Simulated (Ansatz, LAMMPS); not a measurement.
# Structural relaxation of a frame of liquid (Rb,Na,Cs)Cl from 1400 K (88 atoms)

Wanted: the relaxed structure of a frame of liquid (Rb,Na,Cs)Cl from 1400 K (88 atoms) and its electronic structure.

Main program and level: Ansatz 0.2.0; Kohn-Sham DFT, r2SCAN, PAW (set soft_2), plane waves.

## (1) The starting structure

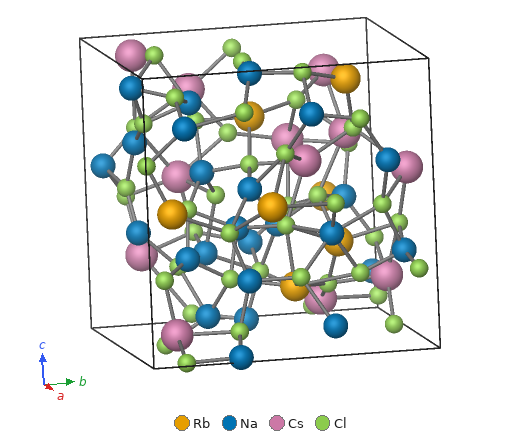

The starting structure, seen slightly off an axis (rubidium orange, sodium blue, caesium pink, chlorine green). Some periodic images of atoms are drawn too.

The cell holds 88 atoms: 7 Rb, 25 Na, 12 Cs and 44 Cl. Its edges and angles: a = 15.339 Å, b = 15.339 Å, c = 15.339 Å, α = 90.0°, β = 90.0°, γ = 90.0°. 88 atoms (7 Rb, 25 Na, 12 Cs, 44 Cl) placed at random at 1.99 g/cm³, melted at 1800 K for 10 ps at fixed volume with the Lennard-Jones and Coulomb ion parameters for SPC/E (Joung and Cheatham, J. Phys. Chem. B 112, 9020 (2008)), full charges. Snapshot at the end of a hold of 20 ps at 1400 K and fixed volume.

Before any run, some limits are plain. The network of bonds at the start is that of the classical potential that made the cell. The ion parameters were fitted for water, not for melts, so the starting structure of this cell may lie well off the real melt's. The Brillouin zone is sampled at Γ only, in a cell whose shortest periodic width is 15 Å. The levels lack spin–orbit coupling, which is large for the heavy elements here.

## (2) How the cell was made

A classical potential supplies the starting structure, since it reaches far longer times than DFT.

This step: classical MD, Lennard-Jones and Coulomb ion parameters for SPC/E (Joung and Cheatham, J. Phys. Chem. B 112, 9020 (2008)), full charges (LAMMPS 22 Jul 2025 - Update 4).

in.lmp

```
# melt-quench of Rb7Na25Cs12Cl44
units metal
atom_style charge
boundary p p p
region box block 0 15.3395 0 15.3395 0 15.3395
create_box 4 box
mass 1 85.4678   # Rb
mass 2 22.9898   # Na
mass 3 132.9055   # Cs
mass 4 35.4500   # Cl
create_atoms 1 random 7 434710 NULL overlap 2.2 maxtry 2000
create_atoms 2 random 25 434717 NULL overlap 2.2 maxtry 2000
create_atoms 3 random 12 434724 NULL overlap 2.2 maxtry 2000
create_atoms 4 random 44 434731 NULL overlap 2.2 maxtry 2000
pair_style lj/cut/coul/long 9.0
pair_modify mix arithmetic tail yes
pair_coeff 1 1 0.019302 3.0950   # Rb
pair_coeff 2 2 0.015292 2.1595   # Na
pair_coeff 3 3 0.003897 3.6010   # Cs
pair_coeff 4 4 0.000554 4.8305   # Cl
set type 1 charge 1
set type 2 charge 1
set type 3 charge 1
set type 4 charge -1
kspace_style pppm 1.0e-4
neigh_modify delay 0 every 1 check yes
thermo_style custom step time temp pe press density
thermo_modify norm yes
timestep 0.002
thermo 100
min_style cg
minimize 1e-4 1e-4 200 2000
reset_timestep 0
velocity all create 1800 434711 mom yes dist gaussian
# [... 14 lines left out ...]
compute msd all msd com yes
thermo 2500
fix md all nvt temp 1400 1400 0.2
run 10000 post no
print "== T1400: mean square displacement over the hold $(c_msd[4]:%.2f) A^2"
unfix md
uncompute msd
write_dump all custom T1400.dump id type xs ys zs modify sort id
```

Started as:

```sh
$ lmp -in in.lmp -log none -nocite
```

Numbers of over 12 decimals in the logs are rounded to 6 here.

The log of the run:

```text
LAMMPS (22 Jul 2025 - Update 4)
Created orthogonal box = (0 0 0) to (15.3395 15.3395 15.3395)
Created 7 atoms
Created 25 atoms
Created 12 atoms
Created 44 atoms
PPPM initialization ...
  G vector (1/distance) = 0.3048284
  grid = 10 10 10
  estimated relative force accuracy = 7.9153262e-05
   Step          Time           Temp          PotEng         Press         Density
         0   0              0              2.3828743      525036.83      1.9909995
       100   0.2            0             -3.6720654     -4812.728       1.9909995
       102   0.204          0             -3.6728064     -4894.9871      1.9909995
Loop time of 0.0261826 s on 1 MPI rank(s) for 102 steps with 88 atoms
Minimization stats:
  Stopping criterion = energy tolerance
  Energy initial, next-to-last, final =
      2.38287430460136  -3.67245193365942  -3.67280637912538
  Force two-norm initial, final = 429.34387 0.47227779
  Iterations, force evaluations = 102 122
   Step          Time           Temp          PotEng         Press         Density
         0   0              1800          -3.6728064      1095.2207      1.9909995
       500   1              1679.9508     -3.4404693      14668.513      1.9909995
      1000   2              1810.8256     -3.4333489      6648.5244      1.9909995
Loop time of 0.174824 s on 1 MPI rank(s) for 1000 steps with 88 atoms
   Step          Time           Temp          PotEng         Press         Density
      1000   2              1810.8256     -3.4333489      6648.5244      1.9909995
      1666   3.332          1893.4108     -3.4411971      12844.257      1.9909995
      2499   4.998          1777.5839     -3.4637605      7697.0859      1.9909995
      3332   6.664          1696.8548     -3.4547476      7513.989       1.9909995
      4165   8.33           1655.8857     -3.4354046      9114.4981      1.9909995
      4998   9.996          2094.6017     -3.4234886      8395.1087      1.9909995
[... 2 lines left out ...]
Loop time of 0.874614 s on 1 MPI rank(s) for 5000 steps with 88 atoms
   Step          Time           Temp          PotEng         Press         Density
[... 5 lines left out ...]
Loop time of 0.433124 s on 1 MPI rank(s) for 2500 steps with 88 atoms
   Step          Time           Temp          PotEng         Press         Density
[... 2 lines left out ...]
     12500   25             1364.3718     -3.4791215      8870.6475      1.9909995
     15000   30             1350.1866     -3.4885891      7504.59        1.9909995
     17500   35             1297.6347     -3.5310855      50.090923      1.9909995
     18500   37             1609.7805     -3.5033425      5374.2763      1.9909995
Loop time of 1.71941 s on 1 MPI rank(s) for 10000 steps with 88 atoms
== T1400: mean square displacement over the hold 80.39 A^2
```

Elapsed: 3.4 s, on 1 thread of Arm Neoverse V2, shared host; peak memory 0.071 GiB.

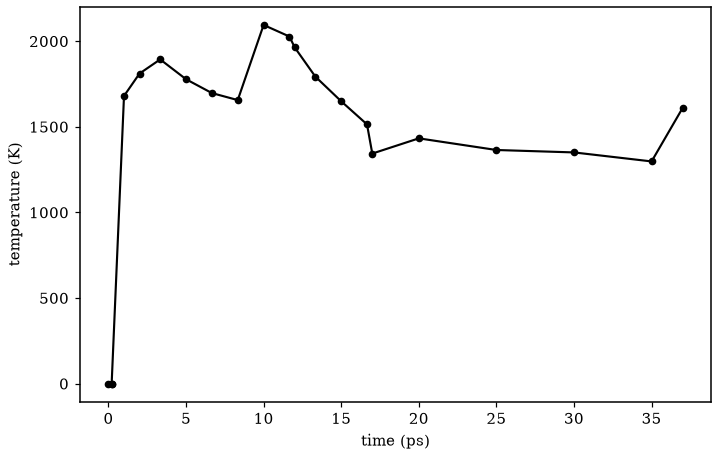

Temperature against time.

## (3) Single point at the start

The forces at the start show how far the geometry lies from a minimum of this functional.

input.yaml

```yaml
crystal:
  lattice:
    - [15.3395, 0.0, 0.0]
    - [0.0, 15.3395, 0.0]
    - [0.0, 0.0, 15.3395]
  atoms:
    - { symbol: Rb, position: [0.83462, 0.12071, 0.50048] }
    - { symbol: Rb, position: [0.56486, 0.75206, 0.32539] }
    - { symbol: Rb, position: [0.37254, 0.50068, 0.74698] }
    - { symbol: Rb, position: [0.68756, 0.77404, 0.90238] }
    - { symbol: Rb, position: [0.95914, 0.4443, 0.51973] }
    - { symbol: Rb, position: [0.64629, 0.57861, 0.19405] }
    - { symbol: Rb, position: [0.01468, 0.82558, 0.3988] }
    - { symbol: Na, position: [0.22566, 0.4931, 0.02762] }
    - { symbol: Na, position: [0.87644, 0.16605, 0.79824] }
    - { symbol: Na, position: [0.4258, 0.31636, 0.57432] }
    - { symbol: Na, position: [0.36846, 0.09894, 0.37308] }
    - { symbol: Na, position: [0.13301, 0.03534, 0.57628] }
    - { symbol: Na, position: [0.59847, 0.04644, 0.90855] }
    - { symbol: Na, position: [0.82661, 0.38247, 0.25106] }
    - { symbol: Na, position: [0.09679, 0.54459, 0.27195] }
    - { symbol: Na, position: [0.81279, 0.67813, 0.39336] }
    - { symbol: Na, position: [0.74878, 0.42732, 0.95357] }
    - { symbol: Na, position: [0.34563, 0.589, 0.36557] }
    - { symbol: Na, position: [0.3613, 0.09994, 0.68294] }
    - { symbol: Na, position: [0.55056, 0.25444, 0.83623] }
    - { symbol: Na, position: [0.49425, 0.30263, 0.08818] }
    - { symbol: Na, position: [0.2634, 0.35106, 0.27064] }
    - { symbol: Na, position: [0.93921, 0.65176, 0.09282] }
    - { symbol: Na, position: [0.75312, 0.94042, 0.30845] }
    - { symbol: Na, position: [0.60249, 0.21726, 0.30625] }
    - { symbol: Na, position: [0.89394, 0.86648, 0.6445] }
    - { symbol: Na, position: [0.53979, 0.40614, 0.39178] }
    - { symbol: Na, position: [0.29005, 0.83605, 0.43588] }
    - { symbol: Na, position: [0.92774, 0.59991, 0.82553] }
    - { symbol: Na, position: [0.97866, 0.31023, 0.01392] }
    - { symbol: Na, position: [0.70221, 0.42187, 0.54781] }
    - { symbol: Na, position: [0.02526, 0.9808, 0.13095] }
    - { symbol: Cs, position: [0.21871, 0.13122, 0.9617] }
    - { symbol: Cs, position: [0.11847, 0.68426, 0.61919] }
    - { symbol: Cs, position: [0.62599, 0.63494, 0.62] }
    - { symbol: Cs, position: [0.11018, 0.16182, 0.25626] }
    - { symbol: Cs, position: [0.12289, 0.81895, 0.84919] }
    - { symbol: Cs, position: [0.4859, 0.93323, 0.18565] }
    - { symbol: Cs, position: [0.08559, 0.35355, 0.81079] }
    - { symbol: Cs, position: [0.25575, 0.74857, 0.08487] }
    - { symbol: Cs, position: [0.64931, 0.98303, 0.57666] }
    - { symbol: Cs, position: [0.38815, 0.82736, 0.6723] }
    - { symbol: Cs, position: [0.73249, 0.14261, 0.06836] }
    - { symbol: Cs, position: [0.10538, 0.30025, 0.51559] }
    - { symbol: Cl, position: [0.52191, 0.24173, 0.4645] }
    - { symbol: Cl, position: [0.96373, 0.12277, 0.00585] }
    - { symbol: Cl, position: [0.17242, 0.66612, 0.39906] }
    - { symbol: Cl, position: [0.65085, 0.55412, 0.4064] }
    - { symbol: Cl, position: [0.00514, 0.1379, 0.44633] }
    - { symbol: Cl, position: [0.14835, 0.14974, 0.70234] }
    - { symbol: Cl, position: [0.48857, 0.1533, 0.99882] }
    - { symbol: Cl, position: [0.62911, 0.92094, 0.03636] }
    - { symbol: Cl, position: [0.55264, 0.44538, 0.96542] }
    - { symbol: Cl, position: [0.88771, 0.37416, 0.84168] }
    - { symbol: Cl, position: [0.28403, 0.68535, 0.77896] }
    - { symbol: Cl, position: [0.46477, 0.73139, 0.1677] }
    - { symbol: Cl, position: [0.21395, 0.87583, 0.60621] }
    - { symbol: Cl, position: [0.92635, 0.67098, 0.51277] }
    - { symbol: Cl, position: [0.81633, 0.3213, 0.41968] }
    - { symbol: Cl, position: [0.52233, 0.46235, 0.60565] }
    - { symbol: Cl, position: [0.16074, 0.31736, 0.05014] }
    - { symbol: Cl, position: [0.11509, 0.47825, 0.65627] }
    - { symbol: Cl, position: [0.76672, 0.78193, 0.2428] }
    - { symbol: Cl, position: [0.20759, 0.95949, 0.07373] }
    - { symbol: Cl, position: [0.81349, 0.34347, 0.0779] }
    - { symbol: Cl, position: [0.07056, 0.75733, 0.03405] }
    - { symbol: Cl, position: [0.25238, 0.54063, 0.19344] }
    - { symbol: Cl, position: [0.28998, 0.07931, 0.51927] }
    - { symbol: Cl, position: [0.81813, 0.041, 0.67052] }
    - { symbol: Cl, position: [0.79671, 0.53089, 0.67595] }
    - { symbol: Cl, position: [0.51311, 0.10124, 0.77028] }
    - { symbol: Cl, position: [0.08053, 0.35288, 0.31899] }
    - { symbol: Cl, position: [0.95153, 0.94765, 0.27233] }
    - { symbol: Cl, position: [0.58159, 0.81581, 0.71571] }
    - { symbol: Cl, position: [0.77808, 0.60565, 0.94928] }
    - { symbol: Cl, position: [0.9327, 0.76772, 0.79894] }
    - { symbol: Cl, position: [0.87448, 0.55182, 0.25918] }
    - { symbol: Cl, position: [0.58543, 0.96084, 0.37842] }
    - { symbol: Cl, position: [0.57964, 0.36784, 0.22453] }
    - { symbol: Cl, position: [0.0566, 0.51658, 0.9378] }
    - { symbol: Cl, position: [0.3827, 0.23078, 0.24989] }
    - { symbol: Cl, position: [0.71868, 0.1708, 0.8837] }
    - { symbol: Cl, position: [0.30457, 0.38688, 0.47442] }
    - { symbol: Cl, position: [0.35837, 0.31444, 0.74315] }
    - { symbol: Cl, position: [0.42121, 0.71731, 0.46619] }
    - { symbol: Cl, position: [0.79656, 0.86163, 0.47895] }
    - { symbol: Cl, position: [0.31371, 0.93171, 0.29203] }
    - { symbol: Cl, position: [0.72414, 0.10811, 0.25747] }
kpoints:
  mp_grid: { grid: [1, 1, 1] }
hamiltonian:
  xc: r2scan
scf:
  occupations: { method: fermi_dirac, width: 0.121 }
output:
  forces: true
  stress: true
  populations: true
  dos:
    method: { smearing: { sigma: 0.1 } }
    de: 0.1
    projected: { site_lists: { Cl: [Cl], Cs: [Cs], Na: [Na], Rb: [Rb] } }
  eigenvalues: true
```

Started as:

```sh
$ ansatz run input.yaml --threads 4 --pin off --max-ram 8192MiB --backend cpu --events-out ev --progress --plain --runs-dir out
```

The log of the run:

```text
band count auto-derived: 446 (N_el = 704.0; filled up to band 352; 440 by the electrons, moments and atoms)
Engine: ansatz 0.2.0, aarch64-unknown-linux-gnu
Pseudopotentials: kind: paw
Pseudopotential: Rb, paw, valence charge 9, recommended cutoff 500 eV (meta_gga), Rb.paw.azcp
Pseudopotential: Na, paw, valence charge 9, recommended cutoff 500 eV (meta_gga), Na.paw.azcp
Pseudopotential: Cs, paw, valence charge 9, recommended cutoff 500 eV (meta_gga), Cs.paw.azcp
Pseudopotential: Cl, paw, valence charge 7, recommended cutoff 500 eV (meta_gga), Cl.paw.azcp
Functional definition: r2SCAN
  parameter k0 = 0.174
  parameter k1 = 0.065
  parameter a1 = 4.9479
  exchange = r2scan_x(k0 = k0, k1 = k1, a1 = a1)
  correlation = r2scan_c
Crystal: 88 atoms, lattice volume = 3609.388 Å³
Basis set: ecut = 500 eV, 91911 PW (Γ), exchange–correlation on 480×480×480 points (64 copies of the dense FFT grid, shifted against one another)
Bands: 446, of which v1, the nominal top of the filled ones, is band 352 counted from 1 (351 counted from 0)
Symmetry: 1 space group operations
Space group: P1 (ITA 1), of the structure as read, at distance tolerance 1.5e-4 Å
k-points: 1
Non-local potential: Rb, projectors of the file, l = 0: 3, l = 1: 2, l = 2: 2
Non-local potential: Na, projectors of the file, l = 0: 3, l = 1: 2, l = 2: 1
Non-local potential: Cs, projectors of the file, l = 0: 3, l = 1: 2, l = 2: 2, l = 3: 2
Non-local potential: Cl, projectors of the file, l = 0: 2, l = 1: 2, l = 2: 2
PAW form: soft (Blöchl's): semilocal exchange-correlation on the pseudo side does not see the compensation charge
PAW frozen core: Rb, regenerated for the run's functional (the file was generated under x = pbe(κ = 0.804, μ = 0.219515), c = pbe(β = 0.066725))
PAW frozen core: Na, regenerated for the run's functional (the file was generated under x = pbe(κ = 0.804, μ = 0.219515), c = pbe(β = 0.066725))
PAW frozen core: Cs, regenerated for the run's functional (the file was generated under x = pbe(κ = 0.804, μ = 0.219515), c = pbe(β = 0.066725))
PAW frozen core: Cl, regenerated for the run's functional (the file was generated under x = pbe(κ = 0.804, μ = 0.219515), c = pbe(β = 0.066725))
PAW one-centre angular grid: Rb, 302 points (default); XC on 160 Gauss nodes
PAW one-centre angular grid: Na, 302 points (default); XC on 339 of its mesh's 2595 points in the sphere
PAW one-centre angular grid: Cs, 302 points (default); XC on 160 Gauss nodes
PAW one-centre angular grid: Cl, 302 points (default); XC on 160 Gauss nodes
Initial density: superposition of atomic densities (neutral atoms: chi_scale 0, normalization atom), corrected by the library's trained network
Initial wavefunctions: pseudopotential atomic-orbital guess
Functional: x = r2scan, c = r2scan; τ floored in thin density (d = 2e-4 eV/Å³)
SCF iter   1: F=—  HF=-176230.453126 eV  |F-HF|=—  |Δ(HF+E_count)|=         —  Δρ=4.61e-3  dr2=4.80e-1  dr2_τ=8.27e-2  ethr=1.77e-3  ⟨swp⟩=9.0  Hψ=2112  notcnv=0  defer=13
preconditioner: auto → Resta (q_TF=auto, 2.078 Å⁻¹)  ε∞=2.3  [insulator: Δε(μ)=3.658 eV  Ē_g=11.784 eV  σ=0.121 eV  W_gap=1.00  n_scr=514 (ndim 8)  ℏωp=13.3 eV  f_vac=0.271  D(μ)=0.00/eV (n_scr^D=0)  ε∞_Penn≈2.3]
SCF iter   2: F=—  HF=-176231.198394 eV  |F-HF|=—  |Δ(HF+E_count)|=   7.45e-1  Δρ=1.85e-3  dr2=9.04e-2  dr2_τ=7.83e-3  ethr=6.82e-5  ⟨swp⟩=2.0  Hψ=884  notcnv=0  defer=75
SCF iter   3: F=—  HF=-176231.202074 eV  |F-HF|=—  |Δ(HF+E_count)|=   3.68e-3  Δρ=4.80e-4  dr2=9.39e-3  dr2_τ=4.95e-4  ethr=1.28e-5  ⟨swp⟩=2.0  Hψ=703  notcnv=0  defer=75
SCF iter   4: F=—  HF=-176231.205465 eV  |F-HF|=—  |Δ(HF+E_count)|=   3.39e-3  Δρ=9.62e-5  dr2=5.82e-4  dr2_τ=6.10e-5  ethr=1.33e-6  ⟨swp⟩=2.0  Hψ=580  notcnv=0  defer=75
SCF iter   5: F=—  HF=-176231.205979 eV  |F-HF|=—  |Δ(HF+E_count)|=   5.14e-4  Δρ=3.26e-5  dr2=7.19e-5  dr2_τ=6.76e-6  ethr=8.26e-8  ⟨swp⟩=2.0  Hψ=616  notcnv=0  defer=75
SCF iter   6: F=—  HF=-176231.206270 eV  |F-HF|=—  |Δ(HF+E_count)|=   2.90e-4  Δρ=8.39e-6  dr2=5.92e-6  dr2_τ=4.25e-7  ethr=1.02e-8  ⟨swp⟩=2.0  Hψ=766  notcnv=0  defer=75
SCF iter   7: F=—  HF=-176231.206286 eV  |F-HF|=—  |Δ(HF+E_count)|=   1.63e-5  Δρ=2.55e-6  dr2=4.33e-7  dr2_τ=2.77e-8  ethr=8.41e-10  ⟨swp⟩=2.0  Hψ=691  notcnv=0  defer=75
SCF iter   8: F=-176231.206287 eV  HF=-176231.206287 eV  |F-HF|=7.21e-8  |Δ(HF+E_count)|=   1.09e-6  Δρ=9.27e-7  dr2=5.58e-8  dr2_τ=4.98e-9  ethr=1.42e-11  ⟨swp⟩=17.0  Hψ=2696  notcnv=0
SCF 1 converged in 8 iterations: F = -176231.206287 eV  dr2 = 5.58e-8
  greatest PAW one-centre occupation: 1.000 electrons in one spin orbital (limit 2), on the Na atom at site 9 (counted from 0), in its partial waves of l = 0
SCF converged after 8 iterations
Free energy (F): -176231.206287 eV
Harris-Foulkes:  -176231.206287 eV  (|F-HF|=7.21e-8)
Internal energy: -176231.206282 eV  (E = F + TS)
E sigma→0 (E₀):  -176231.206285 eV
Entropy (-TS):   -0.000005 eV (-0.000 meV/atom)
Fermi energy:    1.657521 eV
--- Per-component energies (eV) ---
  E_band       = -9549.332475
  E_kinetic    = 13178.635246
  E_local      = -66292.469691  (includes V_loc(G=0)·N_el)
  E_nonlocal   = 5694.718242
  E_hartree    = 24482.632471
  E_xc         = -8346.579877
  E_vxc        = -10074.129683  (∫ρ·V_xc dr)
  E_paw        = -115585.770690  (= ΣΔE_a)
  E_vpaw       = -1618.679572  (= ΣTr[D̂ρ^β])
  E_aug_tail   = 0.001597  (compensation charges beyond the density's cutoff)
  E_vtau       = 597.330082  (kinetic-family band-sum trace: ∫τ·v_τ [+ j·A + Jᵃ·Aᵃ] dr)
  E_ewald      = -29355.285058
  E_core_change = -7.088522  (= ΣΔE_core)
  E_smearing   = -0.000005  (= −TS)
  E_closure    = 0.000000  (closes the sum)
  Σ components = -176231.206287   (vs F -176231.206287, Δ=0.00e0)
--- Forces (eV/Å), atoms counted from 1 ---
  atom   1  Rb    -0.98364317     0.26266613    -0.78667543
  atom   2  Rb     0.53023799     0.38792166     0.77100057
  atom   3  Rb     0.04097010     0.56444981    -0.06049862
  atom   4  Rb    -0.07396157     0.20284986    -0.05782801
  atom   5  Rb    -0.90504259     1.18994981     0.07328458
  atom   6  Rb     0.18013272    -0.03122686    -0.47647811
  atom   7  Rb     0.06281246    -0.43930494     0.27166571
  atom   8  Na    -0.62518895    -0.35292088    -0.04552916
  atom   9  Na    -0.41488340     0.04385898     0.35516461
  atom  10  Na    -0.37393396     0.27965251     0.40534783
  atom  11  Na     0.26064315    -0.10713521    -0.24820281
  atom  12  Na     0.15400994     0.24306532    -0.07949850
  atom  13  Na    -0.14297607    -0.20973803     0.19308310
  atom  14  Na    -0.01073866    -0.05096140     0.03339858
[...]
atom  87  Cl    -0.54536170     0.17569562     0.75015541
  atom  88  Cl     0.02527732    -0.01464509     1.23857735
  max |Σ_I F_I| component: 1.73e-4 eV/Å
--- Stress (GPa, compression-positive) ---
       -0.259541       0.053629      -0.038443
        0.053629      -0.318707      -0.132907
       -0.038443      -0.132907      -0.141790
  P = ⅓ Tr σ = -0.2400 GPa (-2.400 kbar)
--- Band table (eV) ---
  k-point 0: bands = ["-53.9925", "-53.9205", "-53.8868", "-53.8523", [... 430 levels ...], "7.3930", "7.4171", "7.4198", "7.4588", "7.4857", "7.4892", "7.5158", "7.5611", "7.5758", "7.6097", "7.6268", "7.6766"]
--- Löwdin populations: 88 sites ---
  site symbol       q [e]
     0     Rb      8.1777
     1     Rb      8.2022
     2     Rb      8.1572
[...]
87     Cl      7.7317
  spilling = 0.003483 (of n_electrons = 704.000000)
```

Elapsed: 3.1 min, on 4 threads of Arm Neoverse V2, shared host; peak memory 7.5 GiB; 12 min of CPU time.

The program notes that it cut back its work space to fit the memory limit.

The run gave:

```yaml
free_energy: -176231.2063 eV
free_energy_per_atom: -2002.6273 eV/atom
scf_cycles: 8
pressure: -0.24 GPa
r_m_s_force_component: 0.4198 eV/Å
longest_force: 1.806 eV/Å
fermi_energy: 1.658 eV
spacing_of_highest_filled_and_lowest_empty_level: 3.555 eV
spilling_of_the_projection: 0.003483
```

The r.m.s. force component of 0.42 eV/Å and the pressure of -0.24 GPa set the starting point.

Length of the force by element:

| element | coordination | atoms | mean length of the force (eV/Å) | spread | least | most |
| --- | --- | --- | --- | --- | --- | --- |
| Cl | all | 44 | 0.676 | 0.386 | 0.113 | 1.81 |
| Cs | all | 12 | 0.762 | 0.352 | 0.316 | 1.63 |
| Na | all | 25 | 0.428 | 0.202 | 0.0619 | 0.803 |
| Rb | all | 7 | 0.803 | 0.433 | 0.224 | 1.50 |

(Part 1 of 2 ends here.)

[Logs are printed without paths, hosts, clocks, repeated set-up lines and the standing remarks that a program may print on its own settings, such as how far it seeks lower states.]

[Hosts, paths, dates, database ids (printed as entryN), source tags and the programs' standing remarks are cut or masked in the printed files.]
